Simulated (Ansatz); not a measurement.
Li$_{16}$H: several calculations on one system

### Relaxation

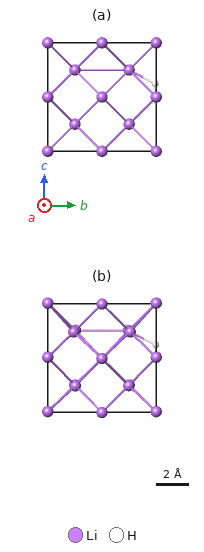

The structure of a defect cell of composition Li16H before (top) and after (bottom) a relaxation, at one scale.

A ball-and-stick model of the cell of the calculation, seen along the a axis.

It is an interstitial H in bcc Li. The run prepares the start of a later molecular dynamics calculation, from a guessed geometry.

Computed with Ansatz 0.2.0, DFT PBE, scalar-relativistic, plane waves, PAW. Settings: plane-wave cutoff 420 eV; k-point mesh 3 × 3 × 3; occupations fermi dirac; smearing width 0.05 eV; no spin polarisation; atoms relaxed in a fixed cell; force threshold 0.08 eV/Å; at most 25 steps.

What changed between the two?

Over 2 geometry steps the energy falls by 55.2 meV per cell of the calculation. The largest force component goes from 0.21 to 0.026 eV/Å. A Li atom moves most: 0.10 Å roughly along [0 −1 −1]. Largest moves by element: Li 0.10 Å, H 0.05 Å. The cell doesn't change. Some distances before and after: Li–Li 3.022 → 2.872 Å, Li–Li 3.490 → 3.342 Å, H–Li 2.015 → 1.878 Å, Li–Li 3.490 → 3.370 Å. Bond angles that change, for instance: Li–H–Li 104.2° → 101.7°.

Limits of the set-up: the program's low-accuracy preset was used; the periodic images lie only 7.0 Å apart, so the values are limited by the cell's size.

### Dynamics

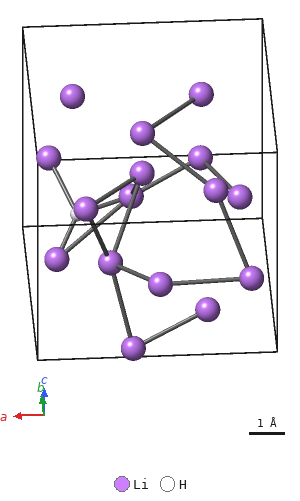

Starting frame of a dynamics run of Li with an interstitial H (17 atoms in the cell). It starts from the last geometry of an earlier run, with fresh velocities. A ball-and-stick model of the simulation cell, seen from a free direction. Bonds to atoms that aren't drawn are left out.

The calculation used Ansatz, DFT PBE, scalar-relativistic, plane waves, PAW.

The input:
```yaml
accuracy: low
crystal:
  lattice:
    - [6.98, 0.0, 0.0]
    - [0.0, 6.98, 0.0]
    - [0.0, 0.0, 6.98]
  atoms:
    - { symbol: Li, position: [-0.05738207, 0.10819468, -0.06733144] }
    - { symbol: Li, position: [0.59487226, 0.02821094, 0.01747892] }
    - { symbol: Li, position: [0.07113756, 0.50800742, 0.02540099] }
    - { symbol: Li, position: [-0.08592591, 0.02649038, 0.47780781] }
    - { symbol: Li, position: [0.28048374, 0.09074449, 0.1562606] }
    - { symbol: Li, position: [0.45158155, 0.51473633, 0.00636209] }
    - { symbol: Li, position: [0.49826494, -0.0398078, 0.46683961] }
    - { symbol: Li, position: [0.67012813, 0.33862394, 0.24152021] }
    - { symbol: Li, position: [0.12654488, 0.40984078, 0.50061937] }
    - { symbol: Li, position: [0.20203393, 0.7928605, 0.28082396] }
    - { symbol: Li, position: [0.30098311, 0.25728323, 0.80683648] }
    - { symbol: Li, position: [0.5260451, 0.54143815, 0.54852663] }
    - { symbol: Li, position: [0.75239665, 0.66921524, 0.29310518] }
    - { symbol: Li, position: [0.59125818, 0.22424833, 0.64837357] }
    - { symbol: Li, position: [0.26211146, 0.81578818, 0.7495148] }
    - { symbol: Li, position: [0.80667499, 0.69836493, 0.84038508] }
    - { symbol: H, position: [0.82637648, 0.06351432, 0.6760756] }
basis:
  ecutwfc: 420.0
kpoints:
  mp_grid: { grid: [3, 3, 3] }
hamiltonian:
  xc: pbe
scf:
  occupations: { method: fermi_dirac, width: 0.05 }
  lower_state_search: "off"
md:
  timestep: 0.5
  n_steps: 120
  ensemble: nvt_langevin
  temperature: 2100.0
  initial_velocities: maxwell_boltzmann
  seed: 325009
  friction: 0.05
```

Launched with:
```bash
ansatz run input.yaml --threads 1 --pin off --max-ram 3072MiB --backend cpu --events-out ev --progress --plain --runs-dir out
```

What does the trajectory do?

Answer. The mean temperature in the second half is 2031 K (standard deviation 219 K). The potential energy is still drifting at the end, so the run hasn't reached equilibrium. The potential energy in the second half lies on average 0.7 meV per atom above the first frame. In the second half of the run the atoms are, in the root-mean-square, this far from where they began (common drift taken out): H 1.75 Å, Li 0.68 Å. That is already a fair part of the typical shortest distance between atoms in the first frame, about 2.4 Å and still growing, as in a liquid, though 60 fs is too short to measure diffusion.

Along the run (each row but the first and the last is the mean over the interval that it begins):

```json
{"time (fs)": "0.0", "potential energy (meV/atom)": "0.0", "T (K)": "1976"}
{"time (fs)": "10.0", "potential energy (meV/atom)": "12.8", "T (K)": "1773"}
{"time (fs)": "20.0", "potential energy (meV/atom)": "-5.5", "T (K)": "1612"}
{"time (fs)": "30.0", "potential energy (meV/atom)": "-21.5", "T (K)": "2158"}
{"time (fs)": "40.0", "potential energy (meV/atom)": "3.9", "T (K)": "1906"}
{"time (fs)": "50.0", "potential energy (meV/atom)": "19.1", "T (K)": "2017"}
{"time (fs)": "60.0", "potential energy (meV/atom)": "14.8", "T (K)": "2279"}
```

The paths of the atoms:

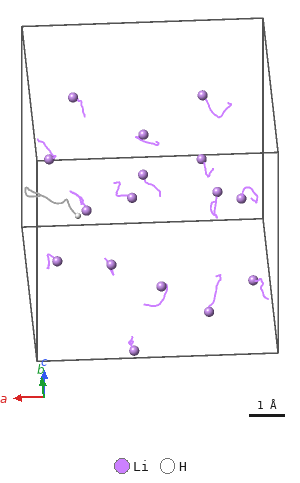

Limits of the set-up: the program's low-accuracy preset was used; the periodic images lie only 7.0 Å apart, so the values are limited by the cell's size.

### Energy conservation

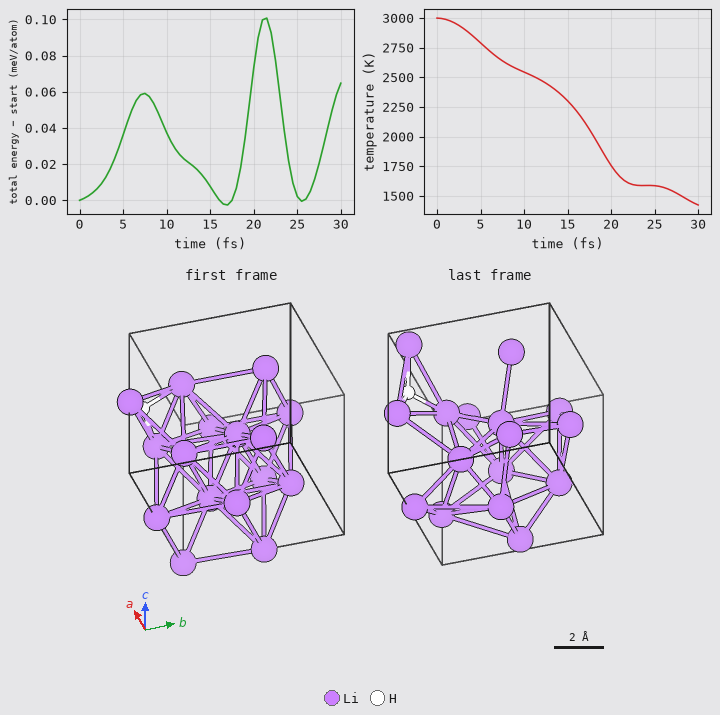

First-principles dynamics of Li with an interstitial H (17 atoms in the cell), 30 fs long. Style: ball-and-stick. Shown: the simulation cell, from a free direction. Bonds to atoms that aren't drawn are left out.

These are results of DFT PBE, scalar-relativistic, plane waves, PAW (Ansatz 0.2.0), not measurements. Settings: plane-wave cutoff 420 eV; k-point mesh 3 × 3 × 3; Fermi-Dirac smearing 0.05 eV; low-accuracy preset; constant energy (NVE); velocities drawn for 3000 K; time step 0.5 fs.

Input file:
```yaml
accuracy: low
crystal:
  lattice:
    - [6.98, 0.0, 0.0]
    - [0.0, 6.98, 0.0]
    - [0.0, 0.0, 6.98]
  atoms:
    - { symbol: Li, position: [0.00462353, -0.00029093, 0.00585711] }
    - { symbol: Li, position: [0.49520569, -0.00028002, 0.00643504] }
    - { symbol: Li, position: [-0.00168235, 0.4997794, -0.00193871] }
    - { symbol: Li, position: [-0.00831715, -5.684e-05, 0.50785502] }
    - { symbol: Li, position: [0.25008295, 0.2483228, 0.25178359] }
    - { symbol: Li, position: [0.50218894, 0.49979204, -0.00201718] }
    - { symbol: Li, position: [0.50892342, -6.794e-05, 0.50805395] }
    - { symbol: Li, position: [0.75010284, 0.25430622, 0.2436801] }
    - { symbol: Li, position: [0.00587665, 0.49901336, 0.49573189] }
    - { symbol: Li, position: [0.25009454, 0.75017295, 0.25152186] }
    - { symbol: Li, position: [0.25032514, 0.25550692, 0.75526806] }
    - { symbol: Li, position: [0.4943092, 0.49900901, 0.49548338] }
    - { symbol: Li, position: [0.75011468, 0.74646273, 0.24566059] }
    - { symbol: Li, position: [0.75002264, 0.23847962, 0.74096286] }
    - { symbol: Li, position: [0.2503203, 0.74396479, 0.75452067] }
    - { symbol: Li, position: [0.75001406, 0.75971795, 0.74162332] }
    - { symbol: H, position: [0.7506659, -0.00252816, 0.62128754] }
basis:
  ecutwfc: 420.0
kpoints:
  mp_grid: { grid: [3, 3, 3] }
hamiltonian:
  xc: pbe
scf:
  occupations: { method: fermi_dirac, width: 0.05 }
  lower_state_search: "off"
md:
  timestep: 0.5
  n_steps: 60
  ensemble: nve
  temperature: 3000.0
  initial_velocities: maxwell_boltzmann
  seed: 497130
```

Run as
```bash
ansatz run input.yaml --threads 1 --pin off --max-ram 3072MiB --backend cpu --events-out ev --progress --plain --runs-dir out
```

> How well is the energy conserved, and can the run be trusted?

The total energy stays between −0.0026 and 0.1 meV per atom of its start. A straight-line fit has a slope that amounts to +0.019 meV per atom over 30 fs (under 0.1 % of the mean kinetic energy), and the ripple about it is under 0.1 % of the kinetic energy's fluctuation. With a drift under 2 % and a ripple under 7 %, the integration is accurate. Over the second half the temperature averages 1735 K (spread ±261 K). The first frame carries almost no forces, so kinetic energy first flows into potential energy: the temperature drops from 3000 to 1588 K within 24 fs, and without a thermostat its mean stays below the start. The potential energy is still drifting at the end, so the run hasn't reached equilibrium. The potential energy in the second half lies on average 154 meV per atom above the first frame.

Limits of the set-up: the program's low-accuracy preset was used; the periodic images lie only 7.0 Å apart, so the values are limited by the cell's size.

Cost: 9.8 min on 1 thread of Intel(R) Xeon(R) Processor @ 2.70GHz (shared host), peak memory 0.6 GiB.
